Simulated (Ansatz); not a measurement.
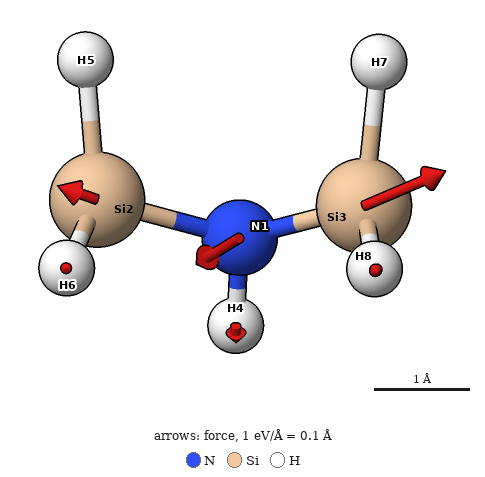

Starting geometry of Si₂NH₅ with the computed forces as red arrows. The picture is a ball-and-stick view, seen at a tilt.

The run prepares an end point of a later path (inversion) calculation, from a guessed geometry.

All numbers below come from RKS BLYP-D4/def2-SVP in Ansatz 0.2.0. Settings: no spin polarisation; force threshold 0.015 eV/Å; at most 40 steps.

Q: Is this structure relaxed? If not, where do the atoms go?

A: It isn't relaxed: the largest force vector, on Si3, is 10.83 eV/Å. The final displacements have little in common with the starting forces (cosine between the two patterns 0.21). After 20 accepted moves (21 points after the start) the energy has fallen by 202.6 kJ/mol. Largest force component: 6.9 eV/Å at the start, 0.014 eV/Å at the end. The line search rejected the trial step at point 13 of the run. The largest move after the best rigid fit is that of H6, 0.81 Å. By element the largest moves are H 0.81 Å, N 0.25 Å, Si 0.21 Å. Some distances before and after: N1–Si3 1.517 → 1.737 Å, N1–Si2 1.638 → 1.797 Å, Si2–H6 1.485 → 1.527 Å, Si3–H7 1.540 → 1.499 Å. Bond angles that change, for instance: Si2–N1–Si3 126.3° → 105.0°, Si2–N1–H4 107.1° → 124.1°, Si3–N1–H4 113.2° → 124.8°. Groups turn about N1–Si2 by about 35°.
